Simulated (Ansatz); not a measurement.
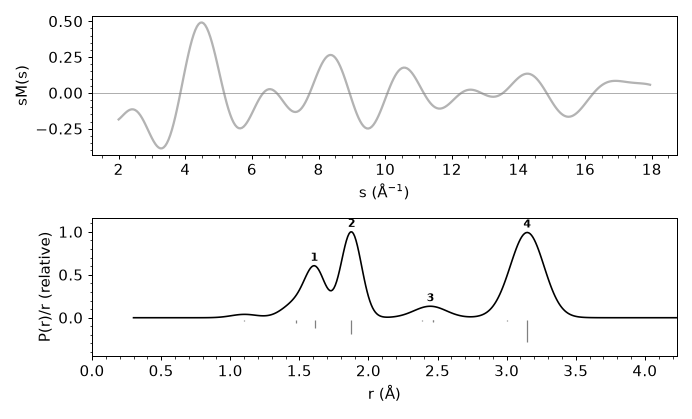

Simulated gas electron diffraction: reduced molecular intensity sM(s) from the Debye equation in the first Born approximation (top) and the radial distribution curve (bottom) of CH2SSe. Each pair of atoms contributes with weight ZᵢZⱼ/r (bars below the curve); damping constant 0.0015 Å²; vibrational amplitudes assumed, not computed: 0.05 Å for bonds, 0.078 Å for bonds to H, 0.06 + 0.015 r up to 0.15 Å for other pairs. The geometry is the end point of an optimisation (RKS PBE0-D4/def2-SVP in Ansatz); it may be a saddle point or a higher isomer.

Question: Which pairs of atoms lie under the numbered peaks? Mark bonded pairs by – and others by ···.

Answer: Peak 1, 1.61 Å: Se–H 1.47 Å, S–C 1.62 Å, not resolved
Peak 2, 1.88 Å: Se–C 1.88 Å
Peak 3, 2.45 Å: S···H 2.39 Å, Se···H 2.47 Å, C···H 2.47 Å, not resolved
Peak 4, 3.15 Å: Se···S 3.15 Å
